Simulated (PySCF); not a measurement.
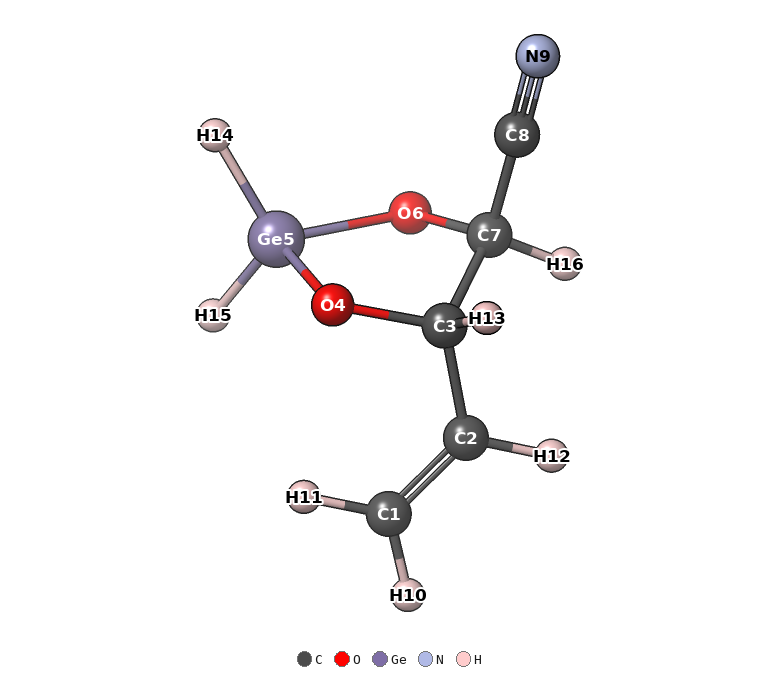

Depth is shown by fading: the farther an atom, the more it takes the colour of the background. Computed geometry: PBE0-D3(BJ)/def2-SVP optimisation. No frequency run is at hand to confirm it as a minimum.

**How is the 5-membered ring C3–O4–Ge5–O6–C7 puckered?**

It is a twist (half-chair). The Cremer–Pople amplitude Q is 0.33 Å.

**Give the torsion angles round the ring, beginning with the bond from its second to its third atom.**

−12°, −11°, 29°, −39°, 30°.
